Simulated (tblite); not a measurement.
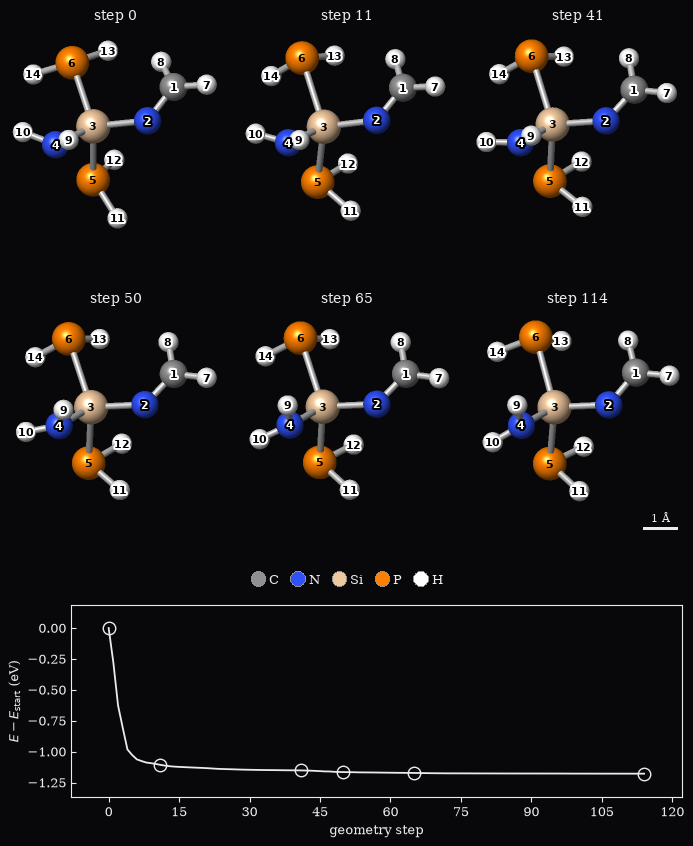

Frames of a relaxation of CH8N2P2Si, marked on the history of the run. Style: ball-and-stick. Shown from a free direction.

The calculation used GFN2-xTB geometry optimisation, gas phase in tblite 0.8.0. 

> Describe the path.

Over 114 geometry steps the energy falls by 1.178 eV. The largest move after the best rigid fit is that of H10, 0.84 Å. By element the largest moves are H 0.84 Å, P 0.28 Å, N 0.19 Å, Si 0.11 Å, C 0.10 Å. Among the contacts that change: P6–H14 1.464 → 1.382 Å, Si3–P6 2.207 → 2.285 Å, P5–H11 1.446 → 1.380 Å, P5–H12 1.448 → 1.385 Å. Among the angles between lasting bonds that change: H11–P5–H12 113.4° → 92.5°, Si3–P5–H11 107.8° → 93.5°, H13–P6–H14 105.5° → 91.9°. Groups turn about Si3–N4 by about 55°. Cost: 0.83 s on 1 thread of Arm Neoverse V1, with other jobs on the host. From step 0 to 11: H atoms move most (0.25 Å), energy −1.107 eV. From step 11 to 41: H10 moves most (0.25 Å), energy −0.045 eV. From step 41 to 50: H9 moves most (0.32 Å), energy −0.013 eV. From step 50 to 65: H9 moves most (0.25 Å), energy −0.007 eV. From step 65 to 114: H14 moves most (0.17 Å), energy −0.006 eV.
